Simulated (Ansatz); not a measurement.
# BH3O3 (boric acid): B2GP-PLYP-D3(BJ)/Sapporo-DZP (density fitting with cc-pVTZ-jkfit, damping of r2scan)

What is the vertical ionisation energy of BH3O3 (boric acid) at B2GP-PLYP-D3(BJ)/Sapporo-DZP (density fitting with cc-pVTZ-jkfit, damping of r2scan)? 

The results are computed with Ansatz 0.2.0.

### 1 The structure to begin with

BH3O3 has 7 atoms, charge 0, and is taken as a singlet. SMILES: `OB(O)O`. The coordinates come from a PBE0-D4/def2-TZVP relaxation. This is a higher conformer, about 20 kJ/mol above the lowest found by a separate search.

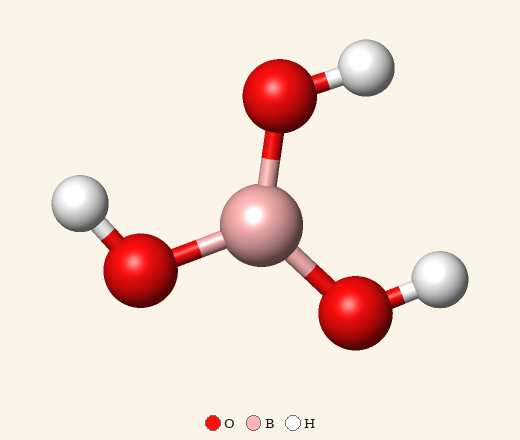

Viewed from a chosen angle; oxygen red, boron pink, hydrogen white.

### 2 A single-point energy at B2GP-PLYP-D3(BJ)/Sapporo-DZP (density fitting with cc-pVTZ-jkfit, damping of r2scan)

Input file in.yaml:

```yaml
basis:
  gaussian:
    orbitals: Sapporo-DZP.json
    fitting: {mean_field: cc-pVTZ-jkfit}
    symmetry_tolerance_ang: 0.05
crystal:
  periodic: [false, false, false]
  atoms:
    - {symbol: O, position_ang: [-1.109700, 0.802600, 0.321900]}
    - {symbol: B, position_ang: [-0.012200, -0.006800, 0.228700]}
    - {symbol: O, position_ang: [0.501200, -0.469300, 1.400100]}
    - {symbol: O, position_ang: [0.600700, -0.381300, -0.945400]}
    - {symbol: H, position_ang: [-1.457400, 1.118600, -0.511500]}
    - {symbol: H, position_ang: [1.266800, -1.028200, 1.254500]}
    - {symbol: H, position_ang: [0.210500, -0.035700, -1.748300]}
hamiltonian:
  xc: {name: B2GP-PLYP}
  dispersion: {method: d3bj, functional: r2scan}
  pseudopotentials: {relativity: none}
correlation:
  electrons: outside_noble_gas
output: {orbitals: {seedname: orbitals}}
```

The basis set Sapporo-DZP is read from a file made from the Basis Set Exchange's data (not shown).

Started as:

```console
$ ansatz run in.yaml --threads 1 --pin off --max-ram 2610MiB --events-out events.jsonl --progress --plain --runs-dir runs
```

The log of the run:

```text
Warning: the engine holds no damping parameters fitted to this dispersion correction and functional, so the run takes those fitted to r2scan beside the three-body term, which d3bj leaves out (hamiltonian.dispersion, under Limitations)
Warning: RAYON_NUM_THREADS=1 ignored (pool sized by the plan → 1); use --threads N
Functional definition: B2GP-PLYP
  name "B2GP-PLYP"
  parameter a = 0.65
  parameter c = 0.36
  exchange = (1 - a)*b88_x + a*exact_x
  correlation = (1 - c)*lyp_c + c*(mp2_os + mp2_ss)
406 factors; integrals over basis functions are off by at most 5.0e-2 eV
mean field evaluation 1: about -6850.6264 eV, gradient 5.6e1 eV
mean field evaluation 2: about -6850.6251 eV, gradient 5.6e1 eV
mean field evaluation 4: about -6855.9085 eV, gradient 1.9e0 eV
mean field evaluation 8: about -6855.9184 eV, gradient 5.8e-2 eV
mean field evaluation 16: about -6855.9184 eV, gradient 4.9e-6 eV
mean field -6855.91844143 eV, -251.9503556140 hartree, gradient 4.9e-6 eV, S^2 0.000000; 0 other end points of the search recorded, 0 dependent functions left out
4 core orbitals not correlated: weight in the atoms' cores, before any rotation towards them, 1.000 or more for the frozen orbitals, at most 0.000 for the correlated occupied ones
reference -6855.91852359 eV, -251.9503586334 hartree; 12, 12 occupied and 55, 55 virtual orbitals, 406 factors
second order -20.66256142 eV of doubles, -0.00000000 eV of singles
Total energy: -6863.37876381 eV, -252.2245174048 hartree
```

It took 1.9 s on 1 thread of Arm Neoverse V2, shared host; peak memory 0.097 GiB.

### 3 The doublet cation, same level

Changes to in.yaml since step 2:

```diff
@@ -1,6 +1 @@
-basis:
-  gaussian:
-    orbitals: Sapporo-DZP.json
-    fitting: {mean_field: cc-pVTZ-jkfit}
-    symmetry_tolerance_ang: 0.05
 crystal:
@@ -15,2 +10,11 @@
     - {symbol: H, position_ang: [0.210500, -0.035700, -1.748300]}
+basis:
+  gaussian:
+    orbitals: Sapporo-DZP.json
+    fitting: {mean_field: cc-pVTZ-jkfit}
+    symmetry_tolerance_ang: 0.05
+total_charge: 1
+magnetization:
+  spin_polarized: true
+  initial_magnetization: 1
 hamiltonian:
```

The basis set Sapporo-DZP is read from a file made from the Basis Set Exchange's data (not shown).

Started as:

```console
$ ansatz run in.yaml --threads 1 --pin off --max-ram 2610MiB --events-out events.jsonl --progress --plain --runs-dir runs
```

The log of the run (excerpt; [...] marks lines left out):

```text
Warning: the engine holds no damping parameters fitted to this dispersion correction and functional, so the run takes those fitted to r2scan beside the three-body term, which d3bj leaves out (hamiltonian.dispersion, under Limitations)
Warning: RAYON_NUM_THREADS=1 ignored (pool sized by the plan → 1); use --threads N
Functional definition: B2GP-PLYP
  name "B2GP-PLYP"
[...]
406 factors; integrals over basis functions are off by at most 5.0e-2 eV
[...]
mean field -6844.36689612 eV, -251.5258441538 hartree, gradient 4.7e-6 eV, S^2 0.765678; 4 other end points of the search recorded, 0 dependent functions left out
4 core orbitals not correlated: weight in the atoms' cores, before any rotation towards them, 1.000 or more for the frozen orbitals, at most 0.000 for the correlated occupied ones
reference -6844.36697495 eV, -251.5258470509 hartree; 12, 11 occupied and 55, 56 virtual orbitals, 406 factors
second order -19.71527928 eV of doubles, -0.00000000 eV of singles
Total energy: -6851.48619360 eV, -251.7874735107 hartree
```

Wall time 6 s (1 thread of Arm Neoverse V2, shared host); peak memory 0.13 GiB.

### 4 Summary of results

Level: B2GP-PLYP-D3(BJ)/Sapporo-DZP (density fitting with cc-pVTZ-jkfit, damping of r2scan), 4 core orbitals frozen.

| quantity | value |
| --- | --- |
| singlet BH3O3: total energy | -252.22452 Eh |
| singlet BH3O3: HOMO energy (SCF part's orbitals) | -11.33 eV |
| singlet BH3O3: LUMO energy (SCF part's orbitals) | 2.49 eV |
| singlet BH3O3: HOMO–LUMO gap (SCF part's orbitals) | 13.82 eV |
| singlet BH3O3: dispersion energy | -2.10 kJ/mol |
| doublet cation: total energy | -251.78747 Eh |
| doublet cation: HOMO energy (SCF part's orbitals) (highest over α and β) | -17.41 eV |
| doublet cation: LUMO energy (SCF part's orbitals) (lowest over α and β) | -11.87 eV |
| doublet cation: dispersion energy | -2.10 kJ/mol |
| doublet cation: ⟨S²⟩ | 0.766 |
| vertical ionisation energy (to the doublet cation) | 11.893 eV |

What this shows: The vertical ionisation energy comes to 11.89 eV (1147 kJ/mol). −ε(HOMO) before ionisation, 11.33 eV, is 0.56 eV below this ionisation energy.
